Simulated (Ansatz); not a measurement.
# CH2B2F2O (SMILES FB1COB1F): what the fields show

The calculation's input:

```
crystal:
  periodic: [false, false, false]
  atoms:
    - {symbol: F, position_ang: [-1.847369, -0.661720, 1.113717]}
    - {symbol: B, position_ang: [-0.841027, -0.166691, 0.443552]}
    - {symbol: C, position_ang: [0.586293, -0.754808, 0.075853]}
    - {symbol: O, position_ang: [0.934005, 0.488253, -0.640109]}
    - {symbol: B, position_ang: [-0.229794, 1.174650, -0.434111]}
    - {symbol: F, position_ang: [-0.434263, 2.388716, -0.892040]}
    - {symbol: H, position_ang: [0.628558, -1.602547, -0.613309]}
    - {symbol: H, position_ang: [1.295797, -0.922954, 0.890546]}
basis:
  gaussian: {orbitals: def2-TZVPP}
hamiltonian: {xc: pbe0, dispersion: d4}
output: {orbitals: {seedname: orbitals}}
```

Command:

```sh
ansatz run in.yaml --threads 2 --pin off --events-out ev --progress --plain --max-ram 4352MiB
```

Geometry: PBE0-D4/def2-TZVP.

The calculation used Ansatz, RKS PBE0-D4/def2-TZVPP.

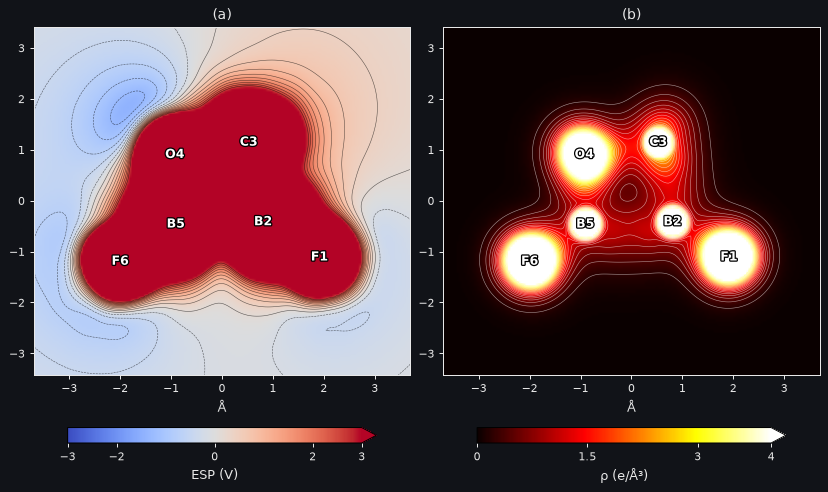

Figure 1. (a) molecular electrostatic potential; (b) electron density on the plane of atoms F1, B2 and C3.

### Describe what can be read from this map.

- The section cuts through F, B, C and O sites.
- B–F (1.31 Å): ρ at the midpoint is about 2.3 e/Å³.
- B–O (1.37 Å): ρ at the midpoint is about 2.1 e/Å³.
- C–O (1.48 Å): ρ at the midpoint is about 1.8 e/Å³, with its minimum of 1.5 e/Å³ about 0.6 Å from C.
- C–B (1.59 Å): the density is about 1.4 e/Å³ at the midpoint.
- B–B (1.72 Å): ρ at the midpoint is about 1 e/Å³.
- Outside the dense part of the molecule the potential is most negative (−1.4 V) near O4.

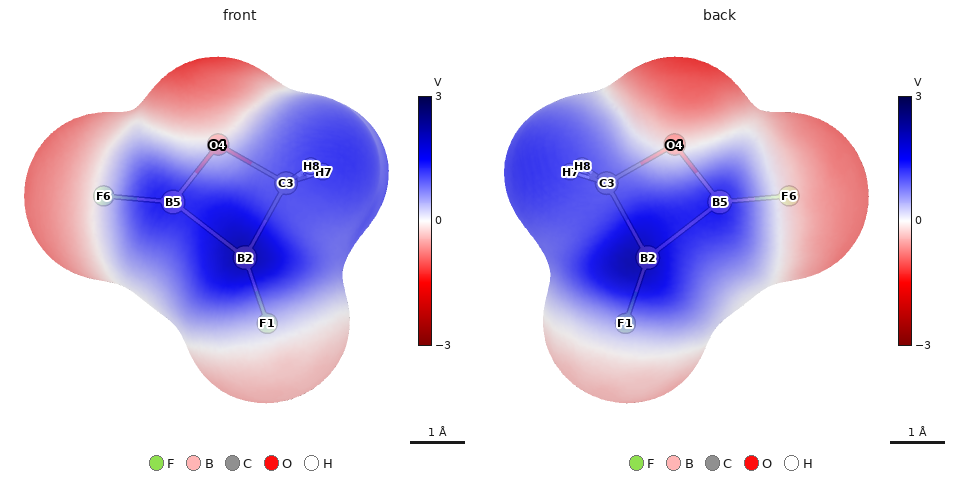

Figure 2. The molecular electrostatic potential painted on the density surface at 0.002 e/bohr³, seen from the front and from behind; the colour scale runs from red (negative) to blue (positive).

### Which sites attract a positive test charge, and which a negative one?

A positive charge is drawn to the negative regions and a negative charge to the positive ones. The most negative region (about −1.2 V) lies over O4, the most positive (about +2.1 V) over B2. O4 is the likeliest acceptor of a hydrogen bond.

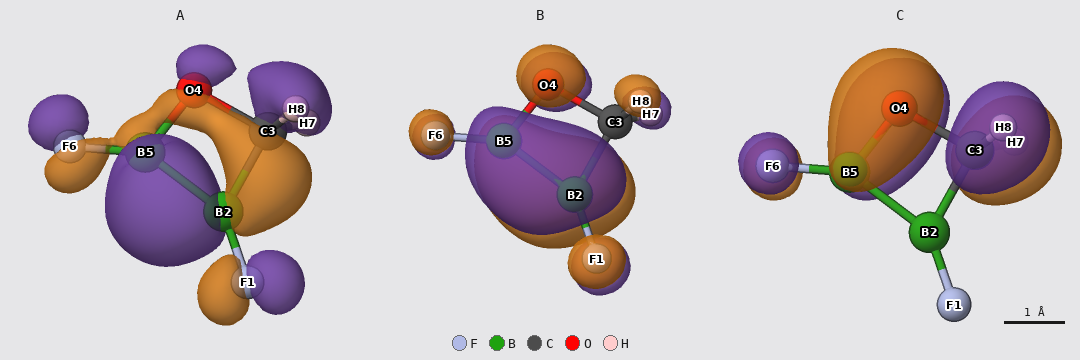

Figure 3. Three frontier orbitals at ±0.1 Å⁻³ᐟ² (orange and purple are the two phases), in no order.

### Which picture is the HOMO−1, the HOMO and the LUMO?

C is the HOMO−1 (−9.47 eV). It lies mainly on O4 (about 55 %), C3 (about 15 %), B5 (about 10 %), H7 (about 10 %) and H8 (about 10 %). A is the HOMO (−8.22 eV). It lies mainly on B2 (about 30 %), B5 (about 25 %), C3 (about 15 %), F1 (about 10 %) and F6 (about 5 %). B is the LUMO (−2.13 eV). By Hirshfeld shares it lies mainly on B2 (about 45 %), B5 (about 25 %), O4 (about 10 %) and F1 (about 10 %).

### What is the HOMO–LUMO gap?

6.09 eV between the orbital energies.
